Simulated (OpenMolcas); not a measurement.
# A workflow on NH+ (SMILES [NH+])

Wanted: a series of 9 runs (ROHF/6-311G, CASSCF(5,5)/6-311G, CASPT2(5,5)/6-311G, CASPT2[IPEA 0](5,5)/6-311G, SC-NEVPT2(5,5)/6-311G, PC-NEVPT2(5,5)/6-311G, MC-PDFT[tPBE](5,5)/6-311G, MRCI(5,5)/6-311G, and more) of NH+. 

Program for the calculation: OpenMolcas 26.06.

### Step 1. The molecule

The species is NH+ (2 atoms), meant as a doublet with charge +1. SMILES: `[NH+]`. The N1–H2 distance was set to 1.366 Å, away from the relaxed value.

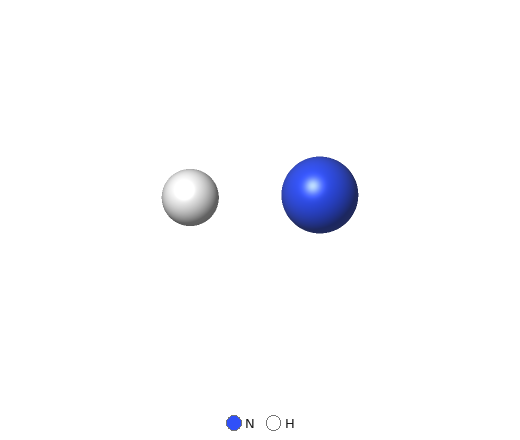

The structure, seen from a chosen angle (nitrogen blue, hydrogen white).

### Step 2. The energy at ROHF/6-311G (run 1)

coord.xyz reads:

```xyz
2

N      0.000000     0.000000    -0.273150
H      0.000000     0.000000     1.092650
```

step1.input reads:

```
* HN Hartree-Fock

&GATEWAY
  BasLib=$CurrDir
  Coord=coord.xyz
  Basis=6-311G
  Group=NoSym

&SEWARD

&SCF
  UHF
  Charge=1
  Spin=2
  PrOrbitals=1 1

&RASSCF
  FileOrb=$Project.UnaOrb
  Spin=2
  Nactel=1 0 0
  Inactive=3
  Ras2=1
  OutOrbitals=Canonical
  OrbListing=Nothing
```

The basis set 6-311G is read from a file made from the Basis Set Exchange's data (not shown).

Started as:

```sh
export MOLCAS_MEM=1860
pymolcas step1.input > step1.log
```

The log of the run:

```text
--- Start Module: gateway ---
[...]
--- Stop Module: gateway /rc=_RC_ALL_IS_WELL_ ---
[...]
      Basis functions           16
[...]
--- Start Module: scf ---
[...]
       Convergence after  21 Iterations
[...]
::    Total SCF energy                                -54.4490443711
[...]
      Total spin, S                                     0.5173267001
[...]
--- Stop Module: scf /rc=_RC_ALL_IS_WELL_ ---
[...]
--- Start Module: rasscf ---
[...]
      Number of active orbitals                  1
[...]
      Spin quantum number                      0.5
[...]
      Active orbitals                            1
[...]
      Number of CSFs                             1
[...]
      Number of root(s) required                 1
[...]
      Convergence after  7 iterations
[...]
      printout of CI-coefficients larger than  0.05 for root  1
      energy=     -54.446492
      conf/sym  1     Coeff  Weight
             1  u   1.00000 1.00000
      Natural orbitals and occupation numbers for root  1
      sym 1:   1.000000
      ************************************************************************************************************************
      *                                                    Final results                                                     *
[...]
::    RASSCF root number  1 Total energy:    -54.44649182
[...]
      Total electronic charge=    7.000000
      Total            charge=    1.000000
[...]
      Dipole Moment (debye):
      Origin of the operator (angstrom)=    0.0000    0.0000   -0.1815
                   X=  1.9865E-08               Y= -4.7586E-08               Z=  2.9959E+00           Total=  2.9959E+00
      Center of Charge (angstrom)
[...]
--- Stop Module: rasscf /rc=_RC_ALL_IS_WELL_ ---
[...]
```

Wall time 3.6 s (1 thread of Intel Xeon Platinum 8259CL at 2.50GHz (Skylake/Cascade Lake), shared host); peak memory 0.37 GiB.

### Step 3. The energy at CASSCF(5,5)/6-311G (run 2)

coord.xyz is that of step 2.

step2.inp reads:

```
* HN CASSCF
>>> EXPORT MOLCAS_PRINT=2

&GATEWAY
  BASLIB=$CurrDir
  COORD=coord.xyz
  BASIS=6-311G
  GROUP=NoSym

&SEWARD

&RASSCF
  FILEORB=$CurrDir/step1.RasOrb
  SPIN=2
  NACTEL=5 0 0
  INACTIVE=1
  RAS2=5
  ORBLISTING=Nothing
  ORBAPPEAR=Compact
```

The basis set 6-311G is read from a file made from the Basis Set Exchange's data (not shown).

Started as:

```sh
export MOLCAS_MEM=1860
pymolcas step2.inp > step2.log
```

The log of the run:

```text
--- Start Module: gateway ---
[...]
--- Stop Module: gateway /rc=_RC_ALL_IS_WELL_ ---
--- Start Module: seward ---
[...]
      Basis functions           16
--- Stop Module: seward /rc=_RC_ALL_IS_WELL_ ---
--- Start Module: rasscf ---
[...]
      Number of active orbitals                  5
[...]
      Spin quantum number                      0.5
[...]
      Active orbitals                            5
[...]
      Number of CSFs                            75
[...]
      Number of root(s) required                 1
[...]
      Convergence after  8 iterations
[...]
      printout of CI-coefficients larger than  0.05 for root  1
      energy=     -54.505051
      conf/sym  11111     Coeff  Weight
             1  22u00  -0.97102 0.94288
             7  2ud0u  -0.05683 0.00323
            30  20u20  -0.05001 0.00250
            33  20u02  -0.16671 0.02779
            34  udu20   0.05177 0.00268
            38  02u20  -0.12630 0.01595
      Natural orbitals and occupation numbers for root  1
      sym 1:   1.960292   1.929164   1.000000   0.043985   0.066559
      ************************************************************************************************************************
      *                                                    Final results                                                     *
[...]
::    RASSCF root number  1 Total energy:    -54.50505056
[...]
      Total electronic charge=    7.000000
      Total            charge=    1.000000
[...]
      Dipole Moment (debye):
      Origin of the operator (angstrom)=    0.0000    0.0000   -0.1815
                   X= -2.8660E-12               Y=  6.8778E-12               Z=  2.3463E+00           Total=  2.3463E+00
      Center of Charge (angstrom)
[...]
--- Stop Module: rasscf /rc=_RC_ALL_IS_WELL_ ---
[...]
```

It took 2.4 s on 1 thread of Intel Xeon Platinum 8259CL at 2.50GHz (Skylake/Cascade Lake), shared host; peak memory 0.37 GiB.

Runs 3 to 7 aren't shown in full; the table further down has their settings and results.

### Step 4. The energy at MRCI(5,5)/6-311G (run 8)

coord.xyz is that of step 3.

step8.inp reads:

```
* HN MRCI
&gateway
baslib
$CurrDir
coord
coord.xyz
basis
6-311G
group
NoSym
&seward
&rasscf
fileorb
$CurrDir/step2.RasOrb
spin
2
nactel
5 0 0
inactive
1
ras2
5
orblisting
Nothing
orbappear
Compact
&motra
lumorb
frozen
1
&guga
electrons
5
spin
2
inactive
0
active
5
ciall
1
&mrci
sdci
```

The basis set 6-311G is read from a file made from the Basis Set Exchange's data (not shown).

Started as:

```sh
export MOLCAS_MEM=1860
pymolcas step8.inp > step8.log
```

The log of the run:

```text
--- Start Module: gateway ---
[...]
--- Stop Module: gateway /rc=_RC_ALL_IS_WELL_ ---
[...]
      Basis functions           16
[...]
      Number of active orbitals                  5
[...]
      Spin quantum number                      0.5
[...]
      Active orbitals                            5
[...]
      Number of CSFs                            75
[...]
      Number of root(s) required                 1
[...]
      Convergence after  4 iterations
[...]
      printout of CI-coefficients larger than  0.05 for root  1
      energy=     -54.505051
      conf/sym  11111     Coeff  Weight
             1  22u00  -0.97102 0.94288
             7  2ud0u  -0.05683 0.00323
            30  20u20  -0.05001 0.00250
            33  20u02  -0.16671 0.02779
            34  udu20   0.05177 0.00268
            38  02u20  -0.12630 0.01595
      Natural orbitals and occupation numbers for root  1
      sym 1:   1.960292   1.929163   1.000000   0.043985   0.066560
      ************************************************************************************************************************
      *                                                    Final results                                                     *
[...]
::    RASSCF root number  1 Total energy:    -54.50505056
[...]
      Dipole Moment (debye):
      Origin of the operator (angstrom)=    0.0000    0.0000   -0.1815
                   X= -3.3660E-15               Y=  7.1376E-16               Z=  2.3462E+00           Total=  2.3462E+00
      Center of Charge (angstrom)
[...]
      *** WARNING: Default frozen orbitals is overwritten by user input.
      *** Default values:   1
[...]
--- Start Module: guga ---
[...]
--- Stop Module: guga /rc=_RC_ALL_IS_WELL_ ---
--- Start Module: mrci ---
[...]
       (But an ACPF correction will be computed)
       USE THE DEFAULT ACPF G-VALUE GFAC=  0.40000000000000002
[...]
                      CI ENERGY:   -54.53465439
[...]
                ACPF CORRECTION:    -0.00020854
[...]
      Total electronic charge=    7.000000
      Total            charge=    1.000000
[...]
     ACPF CORRECTION:     -0.00020854
[...]
  CI State   1     Total energy:    -54.53465439     QDav:     -0.00034920     QACPF:     -0.00020854
[...]
--- Stop Module: mrci /rc=_RC_ALL_IS_WELL_ ---
[...]
```

Wall time 2.9 s (1 thread of Intel Xeon Platinum 8259CL at 2.50GHz (Skylake/Cascade Lake), shared host); peak memory 0.37 GiB.

### Step 5. The energy at MRACPF(5,5)/6-311G (run 9)

coord.xyz is that of step 4.

step9.inp reads:

```
* HN MR-ACPF
>>> EXPORT MOLCAS_PRINT=2

&gateway
  baslib=$CurrDir
  coord=coord.xyz
  basis=6-311G
  group=NoSym

&seward

&rasscf
  fileorb=$CurrDir/step2.RasOrb
  spin=2
  nactel=5 0 0
  inactive=1
  ras2=5
  orblisting=Nothing
  orbappear=Compact

&motra
  lumorb
  frozen=1

&guga
  electrons=5
  spin=2
  inactive=0
  active=5
  ciall=1

&mrci
  acpf
```

The basis set 6-311G is read from a file made from the Basis Set Exchange's data (not shown).

Started as:

```sh
export MOLCAS_MEM=1860
pymolcas step9.inp > step9.log
```

The log of the run:

```text
--- Start Module: gateway ---
[...]
--- Stop Module: gateway /rc=_RC_ALL_IS_WELL_ ---
[...]
      Basis functions           16
[...]
      Number of active orbitals                  5
[...]
      Spin quantum number                      0.5
[...]
      Active orbitals                            5
[...]
      Number of CSFs                            75
[...]
      Number of root(s) required                 1
[...]
      Convergence after  4 iterations
[...]
      printout of CI-coefficients larger than  0.05 for root  1
      energy=     -54.505051
      conf/sym  11111     Coeff  Weight
             1  22u00  -0.97102 0.94288
             7  2ud0u  -0.05683 0.00323
            30  20u20  -0.05001 0.00250
            33  20u02  -0.16671 0.02779
            34  udu20   0.05177 0.00268
            38  02u20  -0.12630 0.01595
      Natural orbitals and occupation numbers for root  1
      sym 1:   1.960292   1.929163   1.000000   0.043985   0.066560
      ************************************************************************************************************************
      *                                                    Final results                                                     *
[...]
::    RASSCF root number  1 Total energy:    -54.50505056
[...]
      Dipole Moment (debye):
      Origin of the operator (angstrom)=    0.0000    0.0000   -0.1815
                   X= -3.3660E-15               Y=  7.1376E-16               Z=  2.3462E+00           Total=  2.3462E+00
      Center of Charge (angstrom)
[...]
      *** WARNING: Default frozen orbitals is overwritten by user input.
      *** Default values:   1
[...]
--- Start Module: guga ---
[...]
--- Stop Module: guga /rc=_RC_ALL_IS_WELL_ ---
--- Start Module: mrci ---
[...]
       USE THE DEFAULT ACPF G-VALUE GFAC=  0.40000000000000002
[...]
    MR ACPF CALCULATION.
[...]
            REFERENCE CI ENERGY:   -54.50505056
[...]
        ACPF CORRELATION ENERGY:    -0.02981420
                    ACPF ENERGY:   -54.53486477
[...]
      Total electronic charge=    7.000000
      Total            charge=    1.000000
[...]
  ACPF State   1     Total energy:    -54.53486477
[...]
--- Stop Module: mrci /rc=_RC_ALL_IS_WELL_ ---
[...]
```

Wall time 2.8 s (1 thread of Intel Xeon Platinum 8259CL at 2.50GHz (Skylake/Cascade Lake), shared host); peak memory 0.37 GiB.

### Step 6. The series

```tsv
run	level	active rule	inactive	energy (Eh)	wall time
1	ROHF/6-311G	–	–	-54.446492	3.6 s
2	CASSCF(5,5)/6-311G	full valence	1	-54.505051	2.4 s
3	CASPT2(5,5)/6-311G	full valence	1	-54.529906	2.7 s
4	CASPT2[IPEA 0](5,5)/6-311G	full valence	1	-54.530824	2.3 s
5	SC-NEVPT2(5,5)/6-311G	full valence	1	-54.528095	2.4 s
6	PC-NEVPT2(5,5)/6-311G	full valence	1	-54.528694	2.5 s
7	MC-PDFT[tPBE](5,5)/6-311G	full valence	1	-54.626096	2.7 s
8	MRCI(5,5)/6-311G	full valence	1	-54.534654	2.9 s
9	MRACPF(5,5)/6-311G	full valence	1	-54.534865	2.8 s
```

### Step 7. Summary of results

```
                               quantity         value
run 9, MRACPF(5,5)/6-311G: total energy  -54.53486 Eh
```

What this shows: Below the ROHF energy at the same shape and in the same basis (6-311G): CASSCF(5,5) -58.6 mEh; CASPT2(5,5) -83.4 mEh; CASPT2[IPEA 0](5,5) -84.3 mEh; SC-NEVPT2(5,5) -81.6 mEh; PC-NEVPT2(5,5) -82.2 mEh; MRCI(5,5) -88.2 mEh. Active-space methods hold only the correlation inside their space unless a perturbation or CI step follows. All runs together took 24 s, the longest 3.6 s.
